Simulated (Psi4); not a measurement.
# [SiF5]− (SMILES F[Si-](F)(F)(F)F): MP2/cc-pVTZ (density fitting, density fitting for correlation, sweep point 6)

Aim: the vertical ionisation energy of [SiF5]− at MP2/cc-pVTZ (density fitting, density fitting for correlation, sweep point 6), from 2 runs. Input form: a Python script.

The calculation is run with Psi4 1.11.

## 1. The molecule

[SiF5]− has 6 atoms, charge -1, and is taken as a singlet. As SMILES, `F[Si-](F)(F)(F)F`. Geometry: relaxed at PBE0-D4/def2-TZVPD.

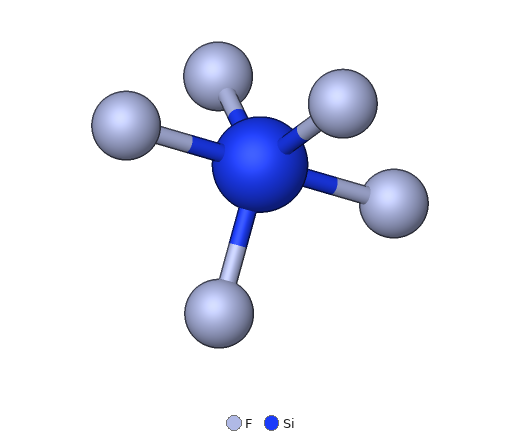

The structure, seen from a chosen angle (fluorine light blue, silicon blue).

## 2. A single-point energy at MP2/cc-pVTZ (density fitting, density fitting for correlation, sweep point 6)

job.py reads:

```python
import psi4

psi4.set_memory('1600 MB')
psi4.set_num_threads(1)
psi4.set_output_file('f5si.out', False)

geom = psi4.geometry("""
-1 1
F     -1.35474466    -2.09003709     1.93413469
Si     0.00000000     0.00000000     0.00000000
F     -2.77166131     1.10265519    -0.74908744
F      1.23115657    -2.30244231    -1.62554241
F      1.35398877     2.08965915    -1.93507955
F      1.54107165     1.20016506     2.37538574
units bohr
symmetry c1
""")

options = {'basis': 'cc-pVTZ', 'puream': True, 'scf_type': 'df', 'num_frozen_docc': 10}
psi4.set_options(options)

e = psi4.energy("mp2", molecule=geom)
print(f'mp2 energy: {e:.10f} Eh')
```

The run is started by

```bash
$ python job.py
```

f5si.out:

```text
[...]
  Running in c1 symmetry.
[...]
  Nuclear repulsion =  371.609766916159685
[...]
  Multiplicity = 1
[...]
  Nalpha       = 30
  Nbeta        = 30
[...]
    Number of basis functions: 184
[...]
   @DF-RHF iter   1:  -786.56967208931337   -1.45669e+00   3.70652e-03 ADIIS/DIIS
[...]
   @DF-RHF iter  10:  -786.70761335371367   -7.04858e-12   3.13350e-09 DIIS
[...]
    Orbital Energies [Eh]
    ---------------------
    Doubly Occupied:
       1A    -68.701034     2A    -26.080896     3A    -26.080842
       4A    -26.080835     5A    -26.043244     6A    -26.043241
       7A     -6.025638     8A     -4.136385     9A     -4.136382
      10A     -4.134128    11A     -1.411946    12A     -1.378676
      13A     -1.378637    14A     -1.344218    15A     -1.327625
      16A     -0.611943    17A     -0.531150    18A     -0.531142
      19A     -0.526658    20A     -0.492719    21A     -0.492708
      22A     -0.463557    23A     -0.463517    24A     -0.435185
      25A     -0.429930    26A     -0.412239    27A     -0.404026
      28A     -0.404025    29A     -0.384292    30A     -0.384247
[...]
  @DF-RHF Final Energy:  -786.70761335371367
   => Energetics <=
    Nuclear Repulsion Energy =            371.6097669161596855
    One-Electron Energy =               -1854.0926337635783057
    Two-Electron Energy =                 695.7752534937048949
    Total Energy =                       -786.7076133537136684
[...]
 Multipole Moments:
 ------------------------------------------------------------------------------------
     Multipole            Electronic (a.u.)      Nuclear  (a.u.)        Total (a.u.)
 ------------------------------------------------------------------------------------
 L = 1.  Multiply by 2.5417464519 to convert [e a0] to [Debye]
 Dipole X            :          0.0001381            0.0000218            0.0001599
 Dipole Y            :          0.0000768            0.0000000            0.0000768
 Dipole Z            :          0.0002033            0.0000218            0.0002251
 Magnitude           :                                                    0.0002866
[...]
```

Standard output:

```text
mp2 energy: -788.0963198464 Eh
```

Wall time 5.4 s (1 thread of Intel Xeon at 2.60GHz (Ice Lake), shared host); peak memory 0.41 GiB.

## 3. Doublet neutral SiF5 at the same level

run.py reads:

```python
import psi4

psi4.set_memory(1600000000)
psi4.set_num_threads(1)
psi4.core.set_output_file('psi4.out', False)

molecule = psi4.geometry("""
0 2
F     -1.35474466    -2.09003709     1.93413469
Si     0.00000000     0.00000000     0.00000000
F     -2.77166131     1.10265519    -0.74908744
F      1.23115657    -2.30244231    -1.62554241
F      1.35398877     2.08965915    -1.93507955
F      1.54107165     1.20016506     2.37538574
units bohr
symmetry c1
""")

options = {'basis': 'cc-pVTZ', 'reference': 'uhf', 'puream': True, 'scf_type': 'df', 'num_frozen_docc': 10, 'maxiter': 100}
psi4.set_options(options)

E, wfn = psi4.energy('mp2', return_wfn=True)
print(f'mp2 energy: {E:.10f} Eh')
for k, v in sorted(psi4.core.scalar_variables().items()):
    print(f'{k:45s} {v:18.10f}')
```

The run is started by

```bash
$ python run.py
```

psi4.out:

```text
[...]
  Running in c1 symmetry.
[...]
  Nuclear repulsion =  371.609766916159685
[...]
  Multiplicity = 2
[...]
  Nalpha       = 30
  Nbeta        = 29
[...]
    Number of basis functions: 184
[...]
   @DF-UHF iter   1:  -786.27614013337757   -1.16316e+00   2.76324e-03 DIIS/ADIIS
[...]
   @DF-UHF iter  45:  -786.37824984255758   -9.18590e-11   9.60791e-09 DIIS
[...]
   @S^2 Observed:                7.845532004E-01
[...]
    Orbital Energies [Eh]
    ---------------------
    Alpha Occupied:
       1A    -68.974485     2A    -26.436955     3A    -26.436946
       4A    -26.348751     5A    -26.348685     6A    -26.309854
       7A     -6.298794     8A     -4.409271     9A     -4.408614
      10A     -4.408359    11A     -1.740101    12A     -1.726496
      13A     -1.640174    14A     -1.638679    15A     -1.605248
      16A     -0.902602    17A     -0.856003    18A     -0.852195
      19A     -0.851714    20A     -0.807909    21A     -0.802339
      22A     -0.748556    23A     -0.741754    24A     -0.720582
      25A     -0.707696    26A     -0.705511    27A     -0.703993
      28A     -0.700790    29A     -0.669223    30A     -0.661390
    Alpha Virtual:
[...]
  @DF-UHF Final Energy:  -786.37824984255758
   => Energetics <=
    Nuclear Repulsion Energy =            371.6097669161596855
    One-Electron Energy =               -1837.3709911579496747
    Two-Electron Energy =                 679.3829743992323529
    Total Energy =                       -786.3782498425575795
  UHF NO Occupations:
  HONO-2 :   28  A 1.9981057
  HONO-1 :   29  A 1.9866285
  HONO-0 :   30  A 1.0000000
  LUNO+0 :   31  A 0.0133715
  LUNO+1 :   32  A 0.0018943
[...]
 Multipole Moments:
 ------------------------------------------------------------------------------------
     Multipole            Electronic (a.u.)      Nuclear  (a.u.)        Total (a.u.)
 ------------------------------------------------------------------------------------
 L = 1.  Multiply by 2.5417464519 to convert [e a0] to [Debye]
 Dipole X            :         -0.0761310            0.0000218           -0.0761092
 Dipole Y            :         -0.0595408            0.0000000           -0.0595408
 Dipole Z            :         -0.1175392            0.0000218           -0.1175174
 Magnitude           :                                                    0.1521449
[...]
```

The script printed:

```text
mp2 energy: -787.7852121661 Eh
CURRENT CORRELATION ENERGY                         -1.4069623235
CURRENT ENERGY                                   -787.7852121661
CURRENT REFERENCE ENERGY                         -786.3782498426
CUSTOM SCS-MP2 CORRELATION ENERGY                  -1.3564016832
CUSTOM SCS-MP2 TOTAL ENERGY                      -787.7346515258
DD SOLVATION ENERGY                                 0.0000000000
HF KINETIC ENERGY                                 785.8017066790
HF POTENTIAL ENERGY                             -1572.1799565216
HF TOTAL ENERGY                                  -786.3782498426
HF VIRIAL RATIO                                     2.0007337006
MP2 CORRELATION ENERGY                             -1.4069623235
MP2 DOUBLES ENERGY                                 -1.4069623235
MP2 OPPOSITE-SPIN CORRELATION ENERGY               -1.0239395100
MP2 SAME-SPIN CORRELATION ENERGY                   -0.3830228135
MP2 SINGLES ENERGY                                 -0.0000000000
MP2 TOTAL ENERGY                                 -787.7852121661
NUCLEAR REPULSION ENERGY                          371.6097669162
ONE-ELECTRON ENERGY                             -1837.3709911579
PCM POLARIZATION ENERGY                             0.0000000000
PE ENERGY                                           0.0000000000
SCF ITERATION ENERGY                             -786.3782498426
SCF ITERATIONS                                     45.0000000000
SCF TOTAL ENERGY                                 -786.3782498426
SCS-MP2 CORRELATION ENERGY                         -1.3564016832
SCS-MP2 TOTAL ENERGY                             -787.7346515258
TWO-ELECTRON ENERGY                               679.3829743992
```

It took 12 s on 1 thread of Intel Xeon at 2.60GHz (Ice Lake), shared host; peak memory 0.41 GiB.

## 4. What came out

Level: MP2/cc-pVTZ (density fitting, density fitting for correlation, sweep point 6), 10 core orbitals frozen.

```
                                                                        quantity          value
                                                   singlet [SiF5]−: total energy  -788.09632 Eh
                            singlet [SiF5]−: HOMO energy (Hartree–Fock orbitals)      -10.46 eV
                            singlet [SiF5]−: LUMO energy (Hartree–Fock orbitals)       10.87 eV
          singlet [SiF5]−: HOMO–LUMO gap (to an unbound level, set by the basis)       21.32 eV
                   singlet [SiF5]−: correlation energy (10 core orbitals frozen)    -1388.7 mEh
                                              doublet neutral SiF5: total energy  -787.78521 Eh
doublet neutral SiF5: HOMO energy (Hartree–Fock orbitals) (highest over α and β)      -12.47 eV
 doublet neutral SiF5: LUMO energy (Hartree–Fock orbitals) (lowest over α and β)       -7.41 eV
              doublet neutral SiF5: correlation energy (10 core orbitals frozen)    -1407.0 mEh
                         doublet neutral SiF5: ⟨S²⟩ of the reference determinant          0.785
                             vertical detachment energy (to the doublet neutral)       8.466 eV
```

What this shows: The vertical ionisation energy comes to 8.47 eV (195 kcal/mol).
